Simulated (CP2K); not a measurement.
# C2H3F2 (1,1-difluoroethyl) at RM1

Aim: the energy change on altering one bond length of C2H3F2 (1,1-difluoroethyl) at RM1, from 2 runs. 

The results are computed with CP2K 2026.2.

1 further run of the same task is left out (set aside as unsound or not needed).

### 1 The system as given

C2H3F2: 7 atoms, total charge 0, spin state doublet. SMILES: `C[C](F)F`. The coordinates come from a GFN2-xTB relaxation.

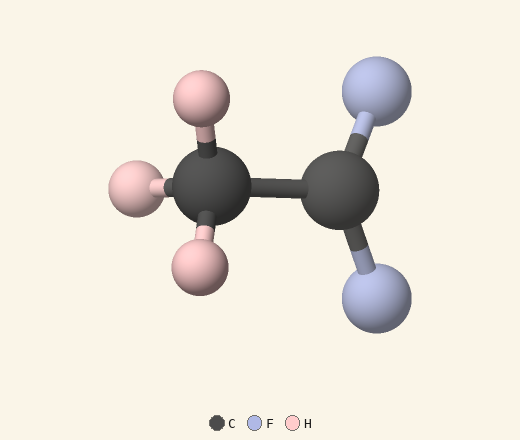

Viewed from a chosen angle; carbon dark grey, fluorine light blue, hydrogen pink.

### 2 Energy and forces at RM1

qs.inp reads:

```
&FORCE_EVAL
    METHOD QS
    &DFT
        MULTIPLICITY 2
        UKS T
        &QS
            METHOD RM1
            EPS_DEFAULT 1.0E-10
            &SE
                &COULOMB
                    CUTOFF [angstrom] 50
                    RC_RANGE [angstrom] 0
                &END COULOMB
                &EXCHANGE
                    CUTOFF [angstrom] 50
                    RC_RANGE [angstrom] 0
                &END EXCHANGE
            &END SE
        &END QS
        &POISSON
            PERIODIC NONE
            POISSON_SOLVER ANALYTIC
        &END POISSON
        &SCF
            SCF_GUESS ATOMIC
            EPS_SCF 1.0E-07
            MAX_SCF 100
            &DIAGONALIZATION
                ALGORITHM STANDARD
            &END DIAGONALIZATION
            &MIXING
                METHOD DIRECT_P_MIXING
                ALPHA 0.4
            &END MIXING
        &END SCF
        &PRINT
            &MOMENTS
                PERIODIC F
                REFERENCE COM
                MAX_MOMENT 1
            &END MOMENTS
            &MO ON
                ENERGIES T
                OCCUPATION_NUMBERS T
                NDIGITS 6
                &EACH
                    QS_SCF 0
                &END EACH
                ADD_LAST NUMERIC
            &END MO
            &HIRSHFELD OFF
            &END HIRSHFELD
        &END PRINT
    &END DFT
    &SUBSYS
        &CELL
            ABC 18.6 19 17.6
            PERIODIC NONE
        &END CELL
        &COORD
            C     -0.174010     0.643610    -0.003990
            C      0.178250    -0.761240     0.288290
            F     -0.658040    -1.723950    -0.128640
            F      1.442750    -1.155510     0.075640
            H      0.507630     1.303510     0.527040
            H     -1.194840     0.830510     0.318510
            H     -0.101740     0.863070    -1.076850
        &END COORD
        &TOPOLOGY
            &CENTER_COORDINATES
            &END CENTER_COORDINATES
        &END TOPOLOGY
    &END SUBSYS
    &PRINT
        &FORCES ON
        &END FORCES
    &END PRINT
&END FORCE_EVAL

&GLOBAL
    PROJECT qs
    RUN_TYPE ENERGY_FORCE
    PRINT_LEVEL MEDIUM
&END GLOBAL
```

Command:

```
$ OMP_NUM_THREADS=1 cp2k.psmp -i qs.inp > qs.out 2>&1
```

Log:

```text
CP2K| version string:                                       CP2K version 2026.2
[...]
 GLOBAL| Method name                                                        CP2K
[...]
 GLOBAL| Run type                                                   ENERGY_FORCE
[...]
                             - Atoms:                                          7
[...]
                             - Spherical basis functions:                     19
[...]
 Number of electrons:                                                         13
[...]
     1 P_Mix/Diag. 0.40E+00    0.0     0.41896032       -41.5857767261 -4.16E+01
[...]
    24 DIIS/Diag.  0.62E-07    0.0     0.00000008       -46.5958381175 -9.95E-14
  *** SCF run converged in    24 steps ***
  Core-core repulsion energy [eV]:                           1662.11331229892380
  Core Hamiltonian energy [eV]:                             -2109.20278120856074
  Two-electron integral energy [eV]:                        -1641.69553644835082
  Electronic energy [eV]:                                   -2930.05054943273626
  Total energy [eV]:                                        -1267.93723713381246
  Atomic reference energy [eV]:                              1264.04547173125616
  Heat of formation [kcal/mol]:                               -89.74624932675619
[...]
 SE_DIPOLE| Moment [Debye]          0.56385004      -2.16118151       0.20091622
 SE_DIPOLE| Derivative [a.u.]       0.00000000       0.00000000       0.00000000
 ENERGY| Total FORCE_EVAL ( QS ) energy [hartree]            -46.595838117520714
 FORCES| Atomic forces [hartree/bohr]
 FORCES|   Atom     x               y               z               |f|
 FORCES|      1  6.06190736E-04 -1.68993050E-03  1.19679189E-03   2.15769394E-03
 FORCES|      2  1.48740322E-02 -4.41323731E-02 -2.99415535E-02   5.53660529E-02
 FORCES|      3  3.22697764E-02  2.52061579E-02  1.65974614E-02   4.41833067E-02
 FORCES|      4 -4.28036859E-02  4.95739876E-03  9.30748476E-03   4.40835639E-02
 FORCES|      5  2.91472855E-03  7.95049153E-03  3.41199188E-03   9.12949323E-03
 FORCES|      6 -7.53237745E-03  5.57013568E-03  2.16244018E-03   9.61453426E-03
 FORCES|      7 -3.28664576E-04  2.13811976E-03 -2.73461660E-03   3.48678999E-03
 FORCES| Sum    -7.14706072E-16 -2.22044605E-16  6.93889390E-18
 FORCES| Total atomic force                                       7.48436186E-16
[...]
```

It took 1.1 s on 1 thread of AMD EPYC 7R43 (Zen 3), shared host; peak memory 0.18 GiB.

### 3 The distorted shape, same level

gas.inp reads:

```
&GLOBAL
    PROJECT_NAME gas
    RUN_TYPE ENERGY_FORCE
    PRINT_LEVEL MEDIUM
&END GLOBAL

&FORCE_EVAL
    METHOD QS
    &DFT
        MULTIPLICITY 2
        UKS T
        &QS
            METHOD RM1
            EPS_DEFAULT 1.0E-10
            &SE
                &COULOMB
                    CUTOFF [angstrom] 50
                    RC_RANGE [angstrom] 0
                &END COULOMB
                &EXCHANGE
                    CUTOFF [angstrom] 50
                    RC_RANGE [angstrom] 0
                &END EXCHANGE
            &END SE
        &END QS
        &POISSON
            PERIODIC NONE
            POISSON_SOLVER ANALYTIC
        &END POISSON
        &SCF
            SCF_GUESS ATOMIC
            EPS_SCF 1.0E-07
            MAX_SCF 100
            &DIAGONALIZATION
                ALGORITHM STANDARD
            &END DIAGONALIZATION
            &MIXING
                METHOD DIRECT_P_MIXING
                ALPHA 0.4
            &END MIXING
        &END SCF
        &PRINT
            &MOMENTS
                PERIODIC F
                REFERENCE COM
                MAX_MOMENT 1
            &END MOMENTS
            &MO ON
                ENERGIES T
                OCCUPATION_NUMBERS T
                NDIGITS 6
                &EACH
                    QS_SCF 0
                &END EACH
                ADD_LAST NUMERIC
            &END MO
            &HIRSHFELD OFF
            &END HIRSHFELD
        &END PRINT
    &END DFT
    &SUBSYS
        &CELL
            ABC 19 19 17.6
            PERIODIC NONE
        &END CELL
        &COORD
            C      0.183265     0.578198    -0.116860
            C      0.535525    -0.826652     0.175420
            F     -0.300765    -1.789362    -0.241510
            F      1.800025    -1.220922    -0.037230
            H      0.864905     1.238098     0.414170
            H     -1.194840     0.830510     0.318510
            H      0.255535     0.797658    -1.189720
        &END COORD
        &TOPOLOGY
            &CENTER_COORDINATES
            &END CENTER_COORDINATES
        &END TOPOLOGY
    &END SUBSYS
    &PRINT
        &FORCES ON
        &END FORCES
    &END PRINT
&END FORCE_EVAL
```

Command:

```
$ OMP_NUM_THREADS=1 cp2k.psmp -i gas.inp -o gas.out
```

Log:

```text
CP2K| version string:                                       CP2K version 2026.2
[...]
 GLOBAL| Method name                                                        CP2K
[...]
 GLOBAL| Run type                                                   ENERGY_FORCE
[...]
                             - Atoms:                                          7
[...]
                             - Spherical basis functions:                     19
[...]
 Number of electrons:                                                         13
[...]
     1 P_Mix/Diag. 0.40E+00    0.0     0.41354356       -41.6894792734 -4.17E+01
[...]
    29 DIIS/Diag.  0.21E-06    0.0     0.00000006       -46.5470446292 -1.49E-13
  *** SCF run converged in    29 steps ***
  Core-core repulsion energy [eV]:                           1644.48655202527561
  Core Hamiltonian energy [eV]:                             -2106.53451858215067
  Two-electron integral energy [eV]:                        -1609.12306447430751
  Electronic energy [eV]:                                   -2911.09605081930476
  Total energy [eV]:                                        -1266.60949879402892
  Atomic reference energy [eV]:                              1264.04547173125616
  Heat of formation [kcal/mol]:                               -59.12787340804374
[...]
 SE_DIPOLE| Moment [Debye]          0.74921401      -2.22169679       0.14331308
 SE_DIPOLE| Derivative [a.u.]       0.00000000       0.00000000       0.00000000
 ENERGY| Total FORCE_EVAL ( QS ) energy [hartree]            -46.547044629222526
 FORCES| Atomic forces [hartree/bohr]
 FORCES|   Atom     x               y               z               |f|
 FORCES|      1 -9.19412581E-02  1.43452831E-02  3.11189832E-02   9.81191786E-02
 FORCES|      2  4.93416361E-03 -3.54432384E-02 -2.89619991E-02   4.60365779E-02
 FORCES|      3  3.20431166E-02  2.55775990E-02  1.66513126E-02   4.42520181E-02
 FORCES|      4 -4.22913593E-02  5.30462463E-03  9.06094538E-03   4.35752091E-02
 FORCES|      5 -2.69376389E-03  7.86912726E-03  4.41589587E-03   9.41698806E-03
 FORCES|      6  1.05399287E-01 -2.00723379E-02 -3.26264151E-02   1.12144511E-01
 FORCES|      7 -5.45018567E-03  2.41894232E-03  3.41277125E-04   5.97262722E-03
 FORCES| Sum     1.22124533E-15 -5.55111512E-16 -1.38777878E-16
 FORCES| Total atomic force                                       1.34864682E-15
[...]
```

Wall time 1.1 s (1 thread of AMD EPYC 7R43 (Zen 3), shared host); peak memory 0.18 GiB.

### 4 What came out

Level: RM1.

| quantity | value |
| --- | --- |
| first shape: total energy | -46.59584 Eh |
| first shape: dipole moment | 2.24 D |
| first shape: HOMO energy (highest over α and β) | -9.96 eV |
| first shape: heat of formation at this unrelaxed shape | -89.7 kcal/mol |
| first shape: largest force on an atom | 2.847 eV/Å |
| distorted shape: total energy | -46.54704 Eh |
| distorted shape: dipole moment | 2.35 D |
| distorted shape: HOMO energy (highest over α and β) | -9.87 eV |
| distorted shape: heat of formation at this unrelaxed shape | -59.1 kcal/mol |
| distorted shape: largest force on an atom | 5.767 eV/Å |
| energy change with the C1–H6 bond stretched from 1.087 to 1.467 Å | 1.328 eV |

What this shows: With the C1–H6 bond stretched from 1.087 to 1.467 Å the energy rises by 1.33 eV (128 kJ/mol). The first shape isn't relaxed at this level, so the change isn't measured from a minimum. The largest force (first shape) is 2.85 eV/Å: the shape isn't a stationary point for this species at this level.
